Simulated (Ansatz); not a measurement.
The calculation's input:

```
crystal:
  periodic: [false, false, false]
  atoms:
    - { symbol: B, position_ang: [0.0, 0.0, -0.087583] }
    - { symbol: H, position_ang: [0.0, 0.0, 1.112162] }
    - { symbol: H, position_ang: [1.050783, 0.0, -0.667896] }
    - { symbol: H, position_ang: [-1.050783, 0.0, -0.667896] }
    - { symbol: F, position_ang: [0.0, 0.0, 3.221213] }
magnetization:
  spin_polarized: true
  initial_magnetization: 1
basis:
  gaussian: { orbitals: "6-31G*" }
hamiltonian:
  xc: r2scan
  dispersion: d4
relax:
  f_tol: 0.03
  max_steps: 50
output:
  orbitals: {}
```

Command:

```sh
ansatz run input.yaml --threads 1 --pin off --max-ram 2048MiB --backend cpu --events-out ev --progress --plain --runs-dir out
```

The fields are those of the run's last geometry, not of the input's.

All numbers below come from UKS r2SCAN-D4/6-31G* in Ansatz 0.2.0.

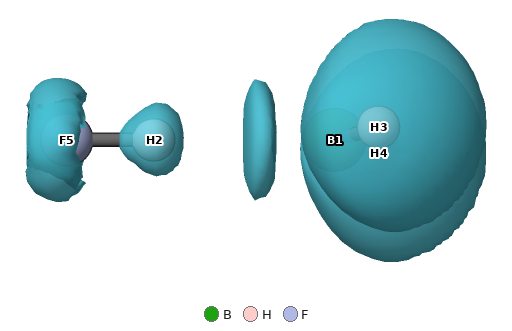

BH$_{2}$···HF (doublet). Isosurface of the electron localisation function at 0.85 (cyan), seen from one side. Core shells and regions of very low density are left out.

### Describe the localisation domains.

At this value the surface marks out three regions around hydrogen nuclei, one lobe on B, pointing away from the bonds (non-bonding electrons) and one region wrapped around F (its lone pairs, merged into a ring or cap). Along the contacts the grid gives the following. B1···H2 (1.99 Å): the ELF dips to about 0.25 between them. F–H (0.96 Å): the ELF climbs to about 1 towards the hydrogen, as it does in any bond to H; a covalent bond by its length.
